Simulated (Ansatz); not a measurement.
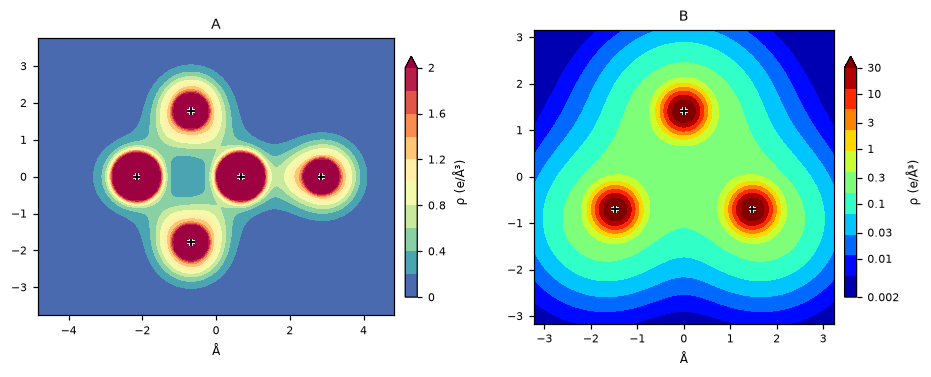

The total electron density of 2 systems, each on a plane through atoms (crosses mark nuclei in the plane).

These are results of UKS PBE0-D4/def2-TZVP in Ansatz, not measurements.

System 1: Ga₂S₃ (triplet), the molecular plane. Geometry: B3LYP-D4/def2-SVP.

```yaml
atoms:
  - { symbol: Ga, position_ang: [-0.3069, -0.5947, -0.0340] }
  - { symbol: Ga, position_ang: [0.9887, 1.9141, 0.1094] }
  - { symbol: S, position_ang: [-1.2698, 1.4292, 0.0027] }
  - { symbol: S, position_ang: [1.8987, -0.2114, 0.0666] }
  - { symbol: S, position_ang: [-1.3107, -2.5372, -0.1447] }
```

System 2: Al₃ (quartet), the molecular plane. Geometry: PBE0-D4/def2-TZVP.

```xyz
3

Al    0.3836    0.8820   -1.3248
Al    0.3760    0.5655    1.2356
Al   -0.7595   -1.4475    0.0892
```

Q: Match each panel to its system.

A: Panel A is system 1, Ga₂S₃: the plane holds Ga and S. Ga–S (2.19 Å): the density is about 0.71 e/Å³ at the midpoint. Panel B is system 2, Al₃: the plane holds Al. Al–Al (2.58 Å): the density is about 0.29 e/Å³ at the midpoint.
